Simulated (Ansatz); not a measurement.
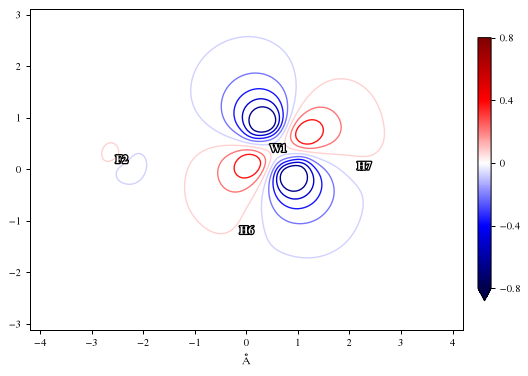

Figure. H4W···HF. The LUMO on the plane of atoms H6, W1 and H7 (values in Å⁻³ᐟ²; the overall sign is arbitrary).

Core potentials replace the inner electrons of W.

Level of theory: RKS PBE0-D4/def2-SVP (Ansatz).

```xyz
7

W    -0.3381    0.0704   -0.5486
F     0.8830   -0.1018    2.2301
H     1.5899   -0.1283    1.6344
H     0.4411    1.5535   -0.2731
H    -1.7253   -0.0385    0.4173
H     0.7864   -1.1936   -0.3254
H    -0.6975   -0.1617   -2.1952
```

Describe this orbital and give its energy.

Answer. By Hirshfeld shares it lies mainly on W1 (about 85 %). Its energy is −3.54 eV.
